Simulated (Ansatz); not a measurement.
# MgZrO3 (built on the sites of a database entry of BaZrO3): from the cell to its phonons, part 2 of 3

Aim: the vibrations of MgZrO3 (built on the sites of a database entry of BaZrO3), their spectra, and whether the structure is stable.

Ansatz 0.2.0; DFT PBEsol, scalar-relativistic, plane waves, PAW.

So far. Step 5 (A first phonon run): The highest optical mode at Γ without the field comes at 640.3 cm⁻¹, but the log warns of the mesh: “the force constants stand on the 8×8×8 k-mesh, whose period is 13.29 times the interband length at k = (0.0000, 0.0000, 0.0000), direct gap 1.074 eV, under 14: take them and everything formed from them as unconverged”. The relaxed cell has a = 4.073 Å (conventional setting).

The structure was built from a prototype and need not be the compound's stable phase.

**7. Linear response at the zone centre**

The zone centre comes first: it holds the modes that light can see, as far as symmetry allows. The response to a homogeneous field gives the Born charges and the dielectric tensor.

Input file input.yaml:

```yaml
crystal:
  lattice:
    - [4.0725944006, 0.0, 0.0]
    - [0.0, 4.0725944006, 0.0]
    - [0.0, 0.0, 4.0725944006]
  atoms:
    - { symbol: Mg, position: [0.0, 0.0, 0.0] }
    - { symbol: Zr, position: [0.5, 0.5, 0.5] }
    - { symbol: O, position: [0.0, 0.5, 0.5] }
    - { symbol: O, position: [0.5, 0.0, 0.5] }
    - { symbol: O, position: [0.5, 0.5, 0.0] }
kpoints:
  mp_grid: { grid: [12, 12, 12] }
hamiltonian:
  xc: pbesol
scf:
  occupations: { method: fixed }
output:
  eigenvalues: true
phonons:
  method: dfpt
  dielectric: true
  rigid_motions: translations
```

Started as:

```console
$ ansatz run input.yaml --threads 8 --pin off --max-ram 14336MiB --backend cpu --events-out ev --progress --plain --runs-dir out
```

Numbers of over 12 decimals in the logs are rounded to 6 here.

The log of the run:

```text
[...]
Crystal: 5 atoms, lattice volume = 67.548 Å³
Basis set: ecut = 420 eV, 1357 PW (Γ), exchange–correlation on 60×60×60 points (8 copies of the dense FFT grid, shifted against one another)
Bands: 25, of which v1, the nominal top of the filled ones, is band 20 counted from 1 (19 counted from 0)
Symmetry: 48 space group operations
k-points: 518 of 1728 (irreducible under 2 space group operations, time reversal used)
[...]
SCF iter   1: F=—  HF=-7728.319003 eV  |F-HF|=—  |Δ(HF+E_count)|=         —  Δρ=1.35e-2  dr2=1.02e-1  ethr=1.77e-3  ⟨swp⟩=4.2  Hψ=50685  notcnv=0  defer=965
[...]
SCF iter   8: F=-7728.294213 eV  HF=-7728.294213 eV  |F-HF|=2.09e-11  |Δ(HF+E_count)|=  3.18e-10  Δρ=2.90e-7  dr2=6.08e-11  ethr=1.00e-12  ⟨swp⟩=11.1  Hψ=74804  notcnv=0
SCF 1 converged in 8 iterations: F = -7728.294213 eV  dr2 = 6.08e-11
[...]
Bands: 21, of which v1, the nominal top of the filled ones, is band 20 counted from 1 (19 counted from 0)
k-points: 56 of 1728
[...]
Eigensolver: Dense (56 Hₖ)
SCF iter   1: F=—  HF=-7728.292500 eV  |F-HF|=—  |Δ(HF+E_count)|=         —  Δρ=4.66e-4  dr2=2.65e-5  ethr=1.00e-1
[...]
SCF iter   4: F=-7728.292500 eV  HF=-7728.292500 eV  |F-HF|=5.18e-9  |Δ(HF+E_count)|=   2.46e-7  Δρ=2.97e-6  dr2=8.12e-9  ethr=2.83e-9
SCF 1 converged in 4 iterations: F = -7728.292500 eV  dr2 = 8.12e-9
[...]
SCF converged after 8 iterations
Free energy (F): -7728.294213 eV
[...]
Internal energy: -7728.294213 eV  (E = F + TS)
E sigma→0 (E₀):  -7728.294213 eV
Fermi energy:    7.294428 eV
[...]
--- Band table (eV; the first three rows and the last of 518) ---
  k-point 0: bands = [... 16 lower, 6.2544, 6.9857, 6.9857, 6.9857, 8.0596, 11.0899, 11.0899, 11.0899, ... 1 higher]
  k-point 1: bands = [... 16 lower, 6.2229, 6.6653, 6.9703, 6.9703, 8.2824, 11.1012, 11.2529, 11.2529, ... 1 higher]
  k-point 2: bands = [... 16 lower, 6.0380, 6.1390, 6.9431, 6.9431, 8.7739, 11.1325, 11.6833, 11.6833, ... 1 higher]
  k-point 517: bands = [... 16 lower, 3.7663, 7.2944, 7.2944, 7.2944, 9.5684, 14.9991, 14.9991, 14.9991, ... 1 higher]
[...]
ASR residual: 1.747e-4 → 0.000e0 eV/Å²; symmetrization residual: 9.734e-6 eV/Å²
  ASR residual per site (eV/Å²): 1.75e-4 1.00e-4 7.77e-5 7.77e-5 7.77e-5
[...]
ε∞ (high-frequency dielectric tensor):
        5.216178     0.000000    -0.000000
        0.000000     5.216178     0.000000
       -0.000000     0.000000     5.216178
[...]
Born effective charges Z* (e; rows j = field, columns β = displacement):
    site 0:
         2.68912   -0.00000   -0.00000
        -0.00000    2.68912    0.00000
        -0.00000    0.00000    2.68912
    site 1:
         5.82632    0.00000   -0.00000
         0.00000    5.82632    0.00000
        -0.00000    0.00000    5.82632
    site 2:
        -4.96951   -0.00000   -0.00000
        -0.00000   -1.77297    0.00000
         0.00000    0.00000   -1.77297
    site 3:
        -1.77297    0.00000   -0.00000
         0.00000   -4.96951    0.00000
        -0.00000    0.00000   -1.77297
    site 4:
        -1.77297    0.00000    0.00000
        -0.00000   -1.77297    0.00000
        -0.00000   -0.00000   -4.96951
  Z* charge neutrality: 3.209e-3 e pre-enforcement
[...]
optical modes at Γ without the LO–TO term, one row a degenerate level:
      ω (cm⁻¹)  modes    IR ((D/Å)²/amu)
       -257.89      3            67.4272
       -217.34      3             0.0000
        181.82      3            14.6049
        640.32      3            98.3488
  optical modes at Γ + LO–TO along q̂ = [1.0000, 0.0000, 0.0000]:
      ω (cm⁻¹)  modes    IR ((D/Å)²/amu)
       -257.89      2            44.9515
       -217.34      3             0.0000
        -75.53      1             2.8701
        181.82      2             9.7366
        279.25      1             7.2068
        640.32      2            65.5659
        817.47      1            50.0501
  optical modes at Γ + LO–TO along q̂ = [0.0000, 1.0000, 0.0000]:
      ω (cm⁻¹)  modes    IR ((D/Å)²/amu)
       -257.89      2            44.9515
       -217.34      3             0.0000
        -75.53      1             2.8701
        181.82      2             9.7366
        279.25      1             7.2068
        640.32      2            65.5659
        817.47      1            50.0501
  optical modes at Γ + LO–TO along q̂ = [0.0000, 0.0000, 1.0000]:
      ω (cm⁻¹)  modes    IR ((D/Å)²/amu)
       -257.89      2            44.9515
       -217.34      3             0.0000
        -75.53      1             2.8701
        181.82      2             9.7366
        279.25      1             7.2068
        640.32      2            65.5659
        817.47      1            50.0501
```

Elapsed: 81 s, on 8 threads of Arm Neoverse V2, shared host; peak memory 3.4 GiB.

In the SCF lines HF is the Harris–Foulkes energy and dr2 the Hartree energy of the density residual, in eV; the loop may stop once dr2 is under the threshold and the program's other checks hold. Hψ counts applications of the Hamiltonian.

Numbers from this step:

| Property | Result |
| --- | --- |
| sum-rule residual before enforcement | 1.75e-4 eV/Å² |
| miss of the charge sum rule | 0.003209 e |
| estimated error of the dielectric tensor | 0.01754 |
| estimated error of the Born charges | 0.03232 e |
| mean high-frequency dielectric constant | 5.216 |
| largest Born charge (third of the trace) | 5.826 e |
| top of the zone-centre spectrum with the field | 817.5 cm⁻¹ |

Without the LO-TO term. Patterns of degenerate modes are one choice out of their space. The modes at Γ (shares of kinetic energy by element, %) (negative means imaginary):

```
mode  frequency (cm⁻¹)  symmetry  Mg %  Zr %  O %
   1            -257.9       T1u    57     0   43
   2            -257.9       T1u    57     0   43
   3            -257.9       T1u    57     0   43
   4            -217.3       T2u     0     0  100
   5            -217.3       T2u     0     0  100
   6            -217.3       T2u     0     0  100
   7               0.0  acoustic    15    56   29
   8               0.0  acoustic    15    56   29
   9               0.0  acoustic    15    56   29
  10             181.8       T1u    28    38   34
  11             181.8       T1u    28    38   34
  12             181.8       T1u    28    38   34
  13             640.3       T1u     0     6   94
  14             640.3       T1u     0     6   94
  15             640.3       T1u     0     6   94
```

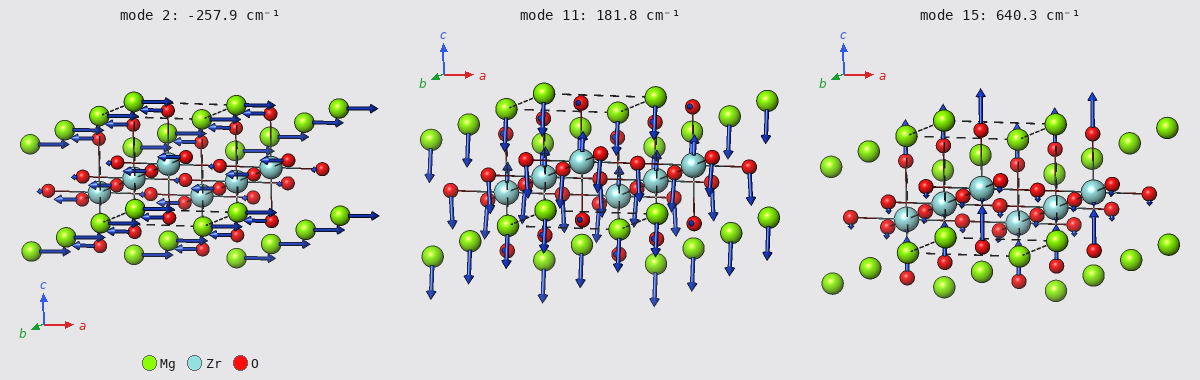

Displacement patterns of modes 2, 11 and 15 at Γ; arrows are exaggerated. 2×3×1 cells are drawn. Some periodic images of atoms are drawn too.

Optical modes at the zone centre, without and with the macroscopic field of the longitudinal modes; each column is sorted by frequency, so a row need not hold one and the same mode. Modes with and without the field, by row:

```
rank among optical modes  no field (cm⁻¹)  q along (1, 0, 0) (cm⁻¹)
                       1           -257.9                    -257.9
                       2           -257.9                    -257.9
                       3           -257.9                    -217.3
                       4           -217.3                    -217.3
                       5           -217.3                    -217.3
                       6           -217.3                     -75.5
                       7            181.8                     181.8
                       8            181.8                     181.8
                       9            181.8                     279.2
                      10            640.3                     640.3
                      11            640.3                     640.3
                      12            640.3                     817.5
```

Born charge (rows field, columns displacement) (e), principal values of the symmetric part by kind of site:

```
atom  atoms with these values    low  middle   high   mean
 Mg1                        1   2.69    2.69   2.69   2.69
 Zr2                        1   5.83    5.83   5.83   5.83
  O3                        3  -4.97   -1.77  -1.77  -2.84
```

In full for O3:

```
-4.97  0.00  0.00
 0.00 -1.77  0.00
 0.00  0.00 -1.77
```

High-frequency dielectric tensor:

```
5.22 0.00 0.00
0.00 5.22 0.00
0.00 0.00 5.22
```

Transverse modes; imaginary modes are left out. Lines of the infrared spectrum (strongest = 100):

```
position (cm⁻¹)  label  relative intensity
            182    T1u                  15
            640    T1u                 100
```

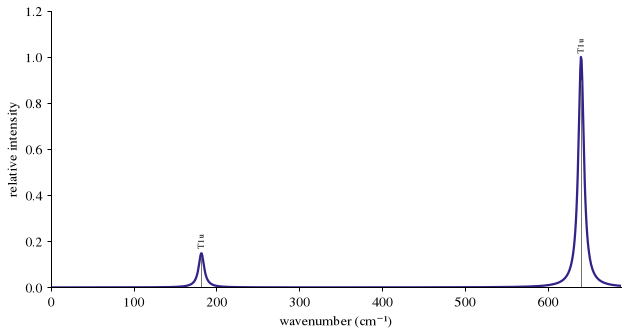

The infrared spectrum, broadened with Lorentzians of width 8 cm⁻¹; bars mark the lines.

Before it was imposed, the acoustic sum rule was missed by 1.7e-4 eV/Å² and the charge sum rule by 0.0032 e. Small misses are needed for a sound result but don't prove that mesh and cutoff are converged. Against the first mesh the highest mode moved by +0.0 cm⁻¹. The lowest optical mode is imaginary, 257.9i cm⁻¹, so the energy falls along it.

**8. Response at finite wavevector**

Stability and thermal properties need the whole zone. Linear response on a 2×2×2 q mesh gives force constants as far as a supercell of that size would, and the tensors from the zone-centre run are typed in so that the long-range dipole term is interpolated apart.

input.yaml, the sections that differ from step 7:

```yaml
phonons:
  method: dfpt
  qmesh: [2, 2, 2]
  temperatures: { t_max: 1000, t_step: 50 }
  qpath:
    path:
      - [[0.0, 0.0, 0.0], [0.0, 0.5, 0.0], [0.5, 0.5, 0.0], [0.0, 0.0, 0.0], [0.5, 0.5, 0.5], [0.0, 0.5, 0.0]]
      - [[0.5, 0.5, 0.5], [0.5, 0.5, 0.0]]
    npoints: 10
  non_analytic_term:
    high_frequency_dielectric_tensor: [[5.2162, 0.0, 0.0], [0.0, 5.2162, 0.0], [0.0, 0.0, 5.2162]]
    born_effective_charges:
      - { species: Mg, tensor: [[2.6891, 0.0, 0.0], [0.0, 2.6891, 0.0], [0.0, 0.0, 2.6891]] }
      - { species: Zr, tensor: [[5.8263, 0.0, 0.0], [0.0, 5.8263, 0.0], [0.0, 0.0, 5.8263]] }
      - { species: O, tensor: [[-4.9695, 0.0, 0.0], [0.0, -1.773, 0.0], [0.0, 0.0, -1.773]] }
      - { species: O, tensor: [[-1.773, 0.0, 0.0], [0.0, -4.9695, 0.0], [0.0, 0.0, -1.773]] }
      - { species: O, tensor: [[-1.773, 0.0, 0.0], [0.0, -1.773, 0.0], [0.0, 0.0, -4.9695]] }
    source: "zone-centre run at this cell"
# crystal, kpoints, hamiltonian, scf, output: as in step 7
```

The log of the run:

```text
[...]
Crystal: 5 atoms, lattice volume = 67.548 Å³
Basis set: ecut = 420 eV, 1357 PW (Γ), exchange–correlation on 60×60×60 points (8 copies of the dense FFT grid, shifted against one another)
Bands: 25, of which v1, the nominal top of the filled ones, is band 20 counted from 1 (19 counted from 0)
Symmetry: 48 space group operations
k-points: 84 of 1728
[...]
SCF iter   1: F=—  HF=-7728.318991 eV  |F-HF|=—  |Δ(HF+E_count)|=         —  Δρ=1.35e-2  dr2=1.02e-1  ethr=1.77e-3  ⟨swp⟩=4.2  Hψ=8241  notcnv=0  defer=150
[...]
SCF iter   9: F=-7728.294213 eV  HF=-7728.294213 eV  |F-HF|=0.00e0  |Δ(HF+E_count)|=  1.82e-12  Δρ=5.69e-8  dr2=2.10e-12  ethr=1.00e-12  ⟨swp⟩=10.7  Hψ=10828  notcnv=0
SCF 1 converged in 9 iterations: F = -7728.294213 eV  dr2 = 2.10e-12
[...]
NSCF: frozen V_eff on 84 k-points
[...]
DFPT response loops at q = (0, 0, 0) (fractional): preconditioner auto → Resta (q_TF=auto, 2.500 Å⁻¹)  ε∞=8.9 (no band partly filled); β = 1.00, the filter's whole step (`scf.mixing.beta` (0.50) is not read by the response loops at its default; to damp them type it under 1.00, their step now; it binds the ground state too); Broyden in place of MSR1
[...]
SCF converged after 9 iterations
Free energy (F): -7728.294213 eV
[...]
Internal energy: -7728.294213 eV  (E = F + TS)
E sigma→0 (E₀):  -7728.294213 eV
Fermi energy:    7.294433 eV
[...]
--- Band table (eV; the first three rows and the last of 84) ---
  k-point 0: bands = [... 16 lower, 6.2545, 6.9857, 6.9857, 6.9857, 8.0596, 11.0899, 11.0899, 11.0899, ... 1 higher]
  k-point 1: bands = [... 16 lower, 6.2229, 6.6653, 6.9703, 6.9703, 8.2824, 11.1012, 11.2529, 11.2529, ... 1 higher]
  k-point 2: bands = [... 16 lower, 6.0380, 6.1390, 6.9431, 6.9431, 8.7739, 11.1325, 11.6833, 11.6833, ... 1 higher]
  k-point 83: bands = [... 16 lower, 3.7663, 7.2944, 7.2944, 7.2944, 9.5684, 14.9991, 14.9991, 14.9991, ... 1 higher]
--- Phonons (Γ-DFPT): 4 representative perturbations + reference (Σ response iterations 12) ---
  ASR residual: 9.573e-5 → 0.000e0 eV/Å²; symmetrization residual: 6.450e-6 eV/Å²
  ASR residual per site (eV/Å²): 2.16e-5 9.57e-5 3.84e-5 3.84e-5 3.84e-5
[...]
--- Phonons (arbitrary-q DFPT): 4 irreducible q on the 2×2×2 mesh ---
  q = [0.0000, 0.0000, 0.0000] (star 1, of the zone-centre solve; hermiticity 6.04e-7, symmetrization 1.79e-13): -257.89 -257.89 -257.89 -217.34 -217.34 -217.34 -0.00 -0.00 0.00 181.82 181.82 181.82 640.32 640.32 640.32
  q = [0.0000, 0.0000, -0.5000] (star 3, 9 solved perturbations in 2646 linear systems a pass and spin channel, the states on 343 of 1728 k-point pairs; hermiticity 3.50e-7, symmetrization 1.45e-13): -215.03 -215.03 -184.09 -177.75 -177.75 117.28 117.28 165.36 170.46 192.43 192.43 368.05 637.62 637.62 848.22
[...]
sum rule: each row above includes the acoustic sum rule's correction from the zone centre's row sums; it moved no ω² by more than (0.81 cm⁻¹)²
  mesh force constants: q→R imaginary residual 7.33e-18; ASR residual 9.573e-5 → 0.000e0 eV/Å²; symmetrization residual 2.842e-14 eV/Å²
  interpolated dispersion: 63 rows × 15 modes
  density of states and harmonic sums: on the 16×16×16 q-mesh, interpolated from the force constants of a 2×2×2 supercell (with the dipole–dipole term of supplied tensors)
  largest difference from the sums on the solved wave vectors: F 4.63e-2 eV, S 6.59e-5 and C_V 3.32e-5 eV/K
  zero-point energy: 0.226565 eV/cell   skipped modes (ω ≤ 0): 905, of them read as no rigid motion or as one in doubt: 902 (5.484e0 modes/cell left out, lowest -300.93 cm⁻¹)   left out of the sums: 3.66e-1 of the cell's modes: C_V's classical limit lies that fraction below 3 k_B per atom; for a crystal, a wire or a layer, F and S can be off by more, and a phonons.interpolated_qmesh denser along its periods is the remedy for the sampling
```

Wall time 2.4 min (8 threads); peak memory 1.7 GiB; 18 min of CPU time.

This step gave:

| Property | Result |
| --- | --- |
| sum-rule residual before enforcement | 9.57e-5 eV/Å² |
| lowest frequency on the path | -300.9 cm⁻¹ |
| highest frequency on the path or at a solved wavevector | 912.3 cm⁻¹ |
| lowest mode on the q mesh (acoustic modes at Γ apart) | -300.9 cm⁻¹ |

Frequencies (cm⁻¹) solved at each irreducible wavevector; negative means imaginary. Frequencies by wavevector, by row:

```
q in reciprocal lattice units  star  mode 1  mode 2  mode 3  mode 4  mode 13  mode 14  mode 15
                        0 0 0     1  -257.9  -257.9  -257.9  -217.3    640.3    640.3    640.3
                     0 0 -0.5     3    -215    -215  -184.1  -177.8    637.6    637.6    848.2
                  0 -0.5 -0.5     3    -300    -248    -248  -150.8      636    681.7    881.1
               -0.5 -0.5 -0.5     1  -300.9  -300.9  -300.9    -215    672.3    672.3    912.3
```

Interpolated from a 2×2×2 q mesh, rough between the solved points, with the LO-TO term (at Γ the limit along the path; where Γ stands inside the path, tables give the limit on arrival). The phonon branches at the labelled points (cm⁻¹):

```
    point  branch 1  branch 2  branch 3  branch 4  branch 12  branch 13  branch 14  branch 15
        Γ      -258      -258      -217      -217        279        640        640        818
        X      -215      -215      -184      -178        368        638        638        848
        M      -300      -248      -248      -151        375        636        682        881
        Γ      -258      -258      -217      -217        279        640        640        818
        R      -301      -301      -301      -215        347        672        672        912
        X      -215      -215      -184      -178        368        638        638        848
jump to R      -301      -301      -301      -215        347        672        672        912
        M      -300      -248      -248      -151        375        636        682        881
```

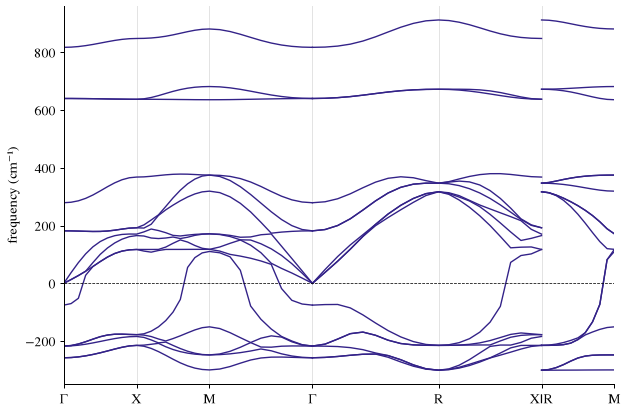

Phonon branches along the path.

The phonon density of states has structure finer than the step of the table below, so its rows give means over 100 cm⁻¹, whole bins alone (the curve runs from -305 to 915 cm⁻¹). Peaks (cm⁻¹: height): -245.0: 0.0536, -215.0: 0.0523, 185.0: 0.0305, 375.0: 0.0401, 645.0: 0.0637, 855.0: 0.0194.

Tetrahedra on a 16×16×16 mesh, mean over bins of 10 cm-1. Interpolated from a 2×2×2 q mesh, rough between the solved points. The phonon density of states by wavenumber; means over each step:

```
wavenumber (cm⁻¹)  phonon density of states (1/cm⁻¹/cell)
             -200                                  0.0374
             -100                                 0.00562
                0                                 0.00271
              100                                  0.0136
              200                                  0.0231
              300                                  0.0180
              400                                 0.00896
              500                                       0
              600                                 0.00887
              700                                  0.0111
              800                                 0.00341
```

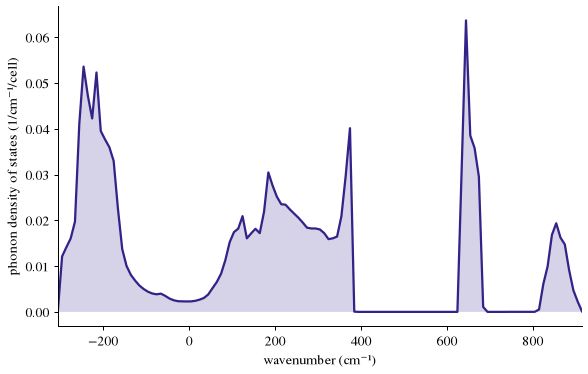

Phonon density of states against wavenumber.

The partial phonon density of states has structure finer than the step of the table below, so its rows give means over 100 cm⁻¹, whole bins alone (the curve runs from -309 to 948 cm⁻¹). Peaks (cm⁻¹: height): Mg -206.5: 0.0230, 196.9: 0.00464; O -238.1: 0.0281, 196.9: 0.0130, 647.7: 0.0459, 853.3: 0.0169; Zr 117.8: 0.0121, 196.9: 0.0114, 370.9: 0.0146, 639.8: 0.0021.

Phonopy on the run's constants, 15x15x15 mesh, Gaussian sigma 9.0 cm-1. Interpolated from a 2×2×2 q mesh, rough between the solved points. Table of partial phonon density of states by wavenumber; means over each step; values in 1/cm⁻¹/cell:

```
wavenumber (cm⁻¹)       Mg        O       Zr
             -200   0.0155   0.0213   2.0e-4
             -100  0.00228  0.00350   3.0e-4
                0   7.4e-4   7.4e-4   3.6e-4
              100  0.00254  0.00428  0.00730
              200  0.00335  0.00976  0.00984
              300  0.00225  0.00914  0.00678
              400   9.0e-4  0.00368  0.00431
              500        0        0        0
              600   3.5e-6  0.00839   4.1e-4
              700   2.8e-6   0.0109   2.3e-4
              800   5.2e-5  0.00328   1.6e-4
```

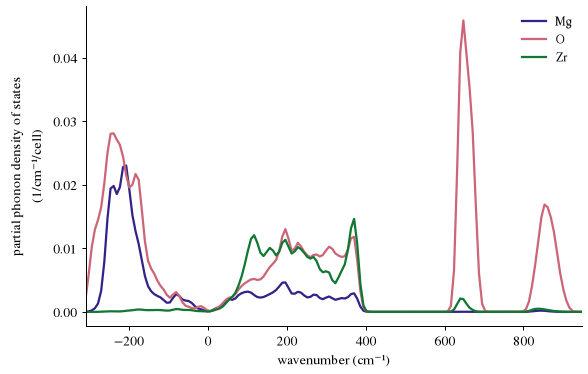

Partial phonon density of states, plotted against wavenumber.

Symmetry leaves 4 wavevectors to solve. The lowest mode among them, the acoustic zeros apart, lies at q = (-0.5, -0.5, -0.5) and is imaginary, 300.9i cm⁻¹, so the energy falls along it.

[end of part 2 of 3]

[Logs are printed without paths, hosts, clocks, repeated set-up lines and the standing remarks that a program may print on its own settings, such as how far it seeks lower states.]

[Hosts, paths, dates, database ids (printed as entryN), source tags and the programs' standing remarks are cut or masked in the printed files.]
